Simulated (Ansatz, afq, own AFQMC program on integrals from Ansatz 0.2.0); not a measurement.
# The fluorine atom (doublet): AFQMC on the coupled-cluster ladder, aug-cc-pVDZ, part 2 of 2

Ansatz 0.2.0, Gaussian basis, and an in-house AFQMC program (afq) on its integrals; all values are calculated; aug-cc-pVDZ, frozen cores. The steps go on from the part before.

### 14 Free-projection AFQMC, CISD trial on UHF

It reads the integrals that the CCSD(T) run on this determinant wrote.

Launch:

```
afq ham --method free --trial cisd --walkers 120 --time-step 0.03 --max-blocks 80 --target-error 0.00032 --factor-cut 1e-05 --seed 6989 --times 0,0.3,0.6,1.2,1.8,2.4,3.6,4.8,6 --taylor-order 8
```

What it wrote:

```text
orbitals 22  electrons 4 3  factors 120 of 122
reference energy -99.38109177 Eh
CCSD correlation -0.16665558 Eh in 9 cycles, weight of the determinant in the CISD state 0.9643
repeat  energy at the last time / Eh  error
    10  -99.550069  0.000563
    20  -99.550163  0.000353
    30  -99.550209  0.000316
time / (1/Eh)  energy / Eh  error  mean overlap
  0.00  -99.547655  0.000054  1.0366
  0.30  -99.549932  0.000081  1.0337
  0.60  -99.550308  0.000119  1.0357
  1.20  -99.550386  0.000129  1.0232
  1.80  -99.550357  0.000150  1.0127
  2.40  -99.550355  0.000192  1.0315
  3.60  -99.550543  0.000268  0.9933
  4.80  -99.549913  0.000223  1.0091
  6.00  -99.550188  0.000303  1.0191
energy -99.550188 +/- 0.000303 Eh
```

It took 75 s on 1 thread of Intel Xeon Platinum 8259CL at 2.50GHz (Skylake/Cascade Lake), shared host.

Energy -2708.8986 ± 0.0083 eV. Caveats: remainder of the start not in the error.

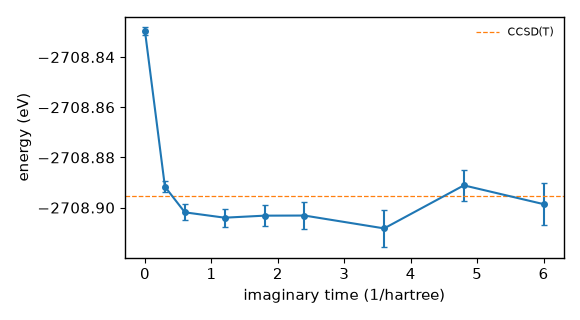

Energy against projection time, with error bars.

### 15 Free-projection AFQMC, single-determinant trial on UHF (settings varied)

It reads the integrals that the CCSD(T) run on this determinant wrote.

Launch:

```
afq ham --method free --trial hf --walkers 50 --time-step 0.01 --max-blocks 120 --target-error 0.00064 --factor-cut 1e-05 --seed 5756 --times 0.0,0.4,0.8,1.6,2.4 --taylor-order 4
```

What it wrote:

```text
orbitals 22  electrons 4 3  factors 120 of 122
reference energy -99.38109177 Eh
CCSD correlation -0.16665558 Eh in 9 cycles, weight of the determinant in the CISD state 0.9643
Error: the cluster equations did not converge
```

Hardware: 1 thread of Intel Xeon Platinum 8259CL at 2.50GHz (Skylake/Cascade Lake), shared host.

No energy. The run doesn't count as converged.

### 16 Phaseless AFQMC, CISD trial on UHF (settings varied)

It reads the integrals that the CCSD(T) run on this determinant wrote.

Launch:

```
afq ham --method phaseless --trial cisd --walkers 80 --populations 1 --least-time 40 --time-step 0.005 --steps-per-block 10 --equilibration-blocks 60 --max-blocks 12 --target-error 0.00064 --factor-cut 1e-05 --start spin_pure --seed 5758 --taylor-order 4
```

What it wrote:

```text
orbitals 22  electrons 4 3  factors 120 of 122
reference energy -99.38109177 Eh
CCSD correlation -0.16665558 Eh in 9 cycles, weight of the determinant in the CISD state 0.9643
energy of the start -99.547715 Eh
 block  time / (1/Eh)  mean weight  energy / Eh
     1     0.050  1.0014  -99.547252
     2     0.100  1.0006  -99.547142
     3     0.150  0.9986  -99.547458
     4     0.200  1.0004  -99.547493
     5     0.250  0.9984  -99.547651
     6     0.300  1.0001  -99.548212
     7     0.350  1.0003  -99.548194
     8     0.400  0.9991  -99.548494
     9     0.450  1.0012  -99.549178
    10     0.500  1.0006  -99.551171
    11     0.550  0.9986  -99.549942
    12     0.600  0.9971  -99.548852
    13     0.650  0.9983  -99.548784
    14     0.700  1.0027  -99.548387
    15     0.750  0.9979  -99.548361
    16     0.800  0.9998  -99.548907
    17     0.850  1.0025  -99.548672
    18     0.900  1.0006  -99.548204
    19     0.950  0.9993  -99.548817
    20     1.000  1.0014  -99.548823
    21     1.050  1.0011  -99.550394
    22     1.100  0.9977  -99.551193
    23     1.150  1.0022  -99.550327
    24     1.200  1.0006  -99.549334
    25     1.250  0.9976  -99.549521
    26     1.300  0.9995  -99.548601
    27     1.350  1.0008  -99.548625
    28     1.400  0.9996  -99.548967
    29     1.450  1.0007  -99.549397
    30     1.500  1.0005  -99.549982
    31     1.550  1.0013  -99.548952
    32     1.600  1.0010  -99.549470
    33     1.650  0.9997  -99.549787
    34     1.700  1.0017  -99.549536
    35     1.750  1.0000  -99.549909
    36     1.800  1.0000  -99.550592
    37     1.850  0.9978  -99.549538
    38     1.900  0.9966  -99.548610
    39     1.950  0.9983  -99.548564
    40     2.000  0.9995  -99.549462
    41     2.050  0.9988  -99.549127
    42     2.100  0.9978  -99.548255
    43     2.150  1.0021  -99.549139
    44     2.200  1.0022  -99.550602
    45     2.250  0.9999  -99.548878
    46     2.300  1.0014  -99.548568
    47     2.350  0.9992  -99.548436
    48     2.400  1.0023  -99.548823
    49     2.450  1.0006  -99.549999
    50     2.500  1.0003  -99.550618
    51     2.550  0.9980  -99.549291
    52     2.600  1.0012  -99.548715
    53     2.650  0.9987  -99.549886
    54     2.700  1.0015  -99.549340
    55     2.750  0.9988  -99.549942
    56     2.800  1.0032  -99.550324
    57     2.850  1.0001  -99.549716
    58     2.900  0.9981  -99.550443
    59     2.950  0.9979  -99.550564
    60     3.000  0.9992  -99.550857
    61     3.050  0.9995  -99.549648
    62     3.100  0.9999  -99.551196
    63     3.150  0.9963  -99.549551
    64     3.200  0.9996  -99.550427
    65     3.250  0.9995  -99.549850
    66     3.300  1.0021  -99.551879
    67     3.350  0.9990  -99.550058
    68     3.400  1.0018  -99.550565
    69     3.450  0.9998  -99.552216
    70     3.500  0.9997  -99.550836
    71     3.550  1.0018  -99.551395
    72     3.600  0.9976  -99.550505
no energy: too few blocks
```

It took 11 s on 1 thread of Intel Xeon Platinum 8259CL at 2.50GHz (Skylake/Cascade Lake), shared host.

No energy. The run doesn't count as converged.

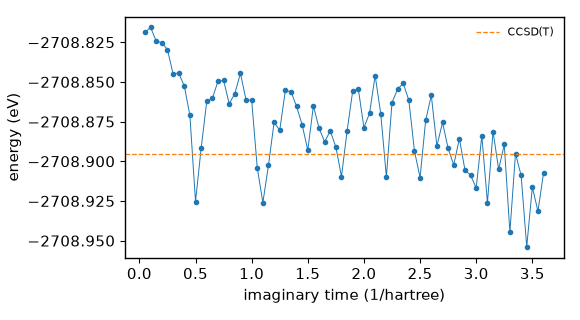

Block energies along the walk.

### 17 All levels side by side

The full CI on restricted orbitals is not used as the yardstick for these unrestricted rows.

On the UHF determinant, counted from CCSDT(Q) (a yardstick, not exact):

```csv
level,energy (eV),from CCSDT(Q) (kJ/mol),statistical error (kJ/mol),time
HF,-2704.2973,+444.4,,
MP2,-2708.5043,+38.5,,
CCSD,-2708.8322,+6.8,,
CCSD(T),-2708.8953,+0.7,,
CCSDT(Q),-2708.9031,0.0,,
"Phaseless AFQMC, CISD trial, step 0.005, 120 walkers",-2708.8998,+0.3,0.4,2.6 min
"Phaseless AFQMC, single-determinant trial, step 0.005, 240 walkers",-2708.8338,+6.7,2.5,2.5 min
"Free-projection AFQMC, CISD trial, step 0.03, 120 walkers",-2708.8986,+0.4,0.8,75 s
```

The functionals' totals stand on their own zeros and serve differences with other points: PBE -2711.322 eV; r2SCAN -2712.878 eV; PBE0 -2711.517 eV; B3LYP -2714.050 eV; wB97M-V -2713.397 eV; B2PLYP -2712.312 eV.

### 18 Outcome

What follows sums up all 2 parts.

| quantity | value |
| --- | --- |
| CCSD(T) on UHF from CCSDT(Q) | +0.7 kJ/mol |
| Phaseless AFQMC, CISD trial on UHF from CCSDT(Q) | +0.3 ± 0.4 kJ/mol |
| Phaseless AFQMC, single-determinant trial on UHF from CCSDT(Q) | +6.7 ± 2.5 kJ/mol |
| Free-projection AFQMC, CISD trial on UHF from CCSDT(Q) | +0.4 ± 0.8 kJ/mol |

**Reading.** On UHF the phaseless walk with the CISD trial lies +0.3 kJ/mol from CCSDT(Q), within three error bars. Free projection has no constraint; at the last time it gives +0.4 ± 0.8 kJ/mol, and from a start that isn't spin pure other spins can mix in. Error bars are statistical and leave out the constraint, the time step and what remains of the start.
